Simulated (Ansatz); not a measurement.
Input

```
crystal:
  lattice:
    - [3.4223488072, 0.0, -1.09191e-05]
    - [0.0, 6.6837750314, 0.0]
    - [-0.1239323774, 0.0, 4.9516765791]
  atoms:
    - { symbol: "Y", position: [0.4967624848, 0.7445607688, 0.4864714914] }
    - { symbol: "Y", position: [0.9641555837, 0.0, 0.9901118977] }
    - { symbol: "Y", position: [0.4967624848, 0.2554392312, 0.4864714914] }
    - { symbol: Al, position: [0.1734475169, 0.5, 0.9372889022] }
    - { symbol: "N", position: [0.9785593165, 0.0, 0.5035631092] }
    - { symbol: "N", position: [0.4409278918, 0.256145021, 0.013261004] }
    - { symbol: "N", position: [0.0084987982, 0.5, 0.5695739889] }
    - { symbol: "N", position: [0.4409278918, 0.743854979, 0.013261004] }
basis:
  ecutwfc: 420
kpoints:
  mp_grid: { grid: [8, 4, 6] }
  band_path:
    path:
      - [0.0, 0.0, 0.0]
      - [0.0, 0.5, 0.0]
      - [0.0, 0.5, 0.5]
      - [0.0, 0.0, 0.5]
      - [0.0, 0.0, 0.0]
      - [-0.5, 0.0, 0.5]
      - [-0.5, 0.5, 0.5]
      - [0.0, 0.5, 0.0]
      - [-0.5, 0.5, 0.0]
      - [-0.5, 0.0, 0.0]
      - [0.0, 0.0, 0.0]
    npoints: 14
hamiltonian:
  xc: pbe
scf:
  occupations: { method: gaussian, width: 0.02 }
  n_extra_bands: 20
output:
  forces: true
  stress: true
  eigenvalues: true
  populations: true
  dos: { projected: true, de: 0.02, nscf_kmesh: { grid: [12, 6, 9] } }
  bader: true
  write_density: true
  write_potential: true
  elf: true
  volumetric_format: npy
```

Launched as:

```sh
ansatz run input.yaml --threads 1 --pin off --max-ram 2560MiB --backend cpu --events-out ev --progress --plain --runs-dir out
```

Below, planes, directions and counts refer to the conventional cell (a = 3.42 Å, b = 6.68 Å, c = 4.95 Å, α = 90.00°, β = 91.43°, γ = 90.00°).

Space group Pm; a structure generated by program, which may or may not match a known phase.

Level of theory: Ansatz, DFT PBE, scalar-relativistic, plane waves, PAW.

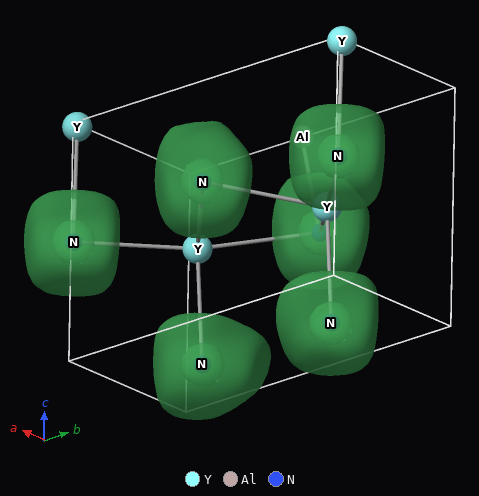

Y₃AlN₄. Isosurface of the electron localisation function at 0.65 (green), seen at an oblique angle. Core shells and regions of very low density are left out. Sticks mark near contacts.

What do the ELF domains correspond to?

Answer. The surface consists of three regions on N in which the atom's valence shell and bonds are merged and one region wrapped around N (its valence shell), counted in one cell of 8 atoms. Regions shared between cells count once. Profiles from the grid: Al–N (1.89 Å): the ELF peaks at about 0.85 in the valence shell of N, 0.7 Å from its nucleus, and is about 0.80 at the midpoint. Y–N (2.35 Å): the ELF peaks at about 0.85 in the valence shell of N, 0.6 Å from its nucleus, and drops to about 0.15 between the two atoms; a closed-shell, largely ionic contact.
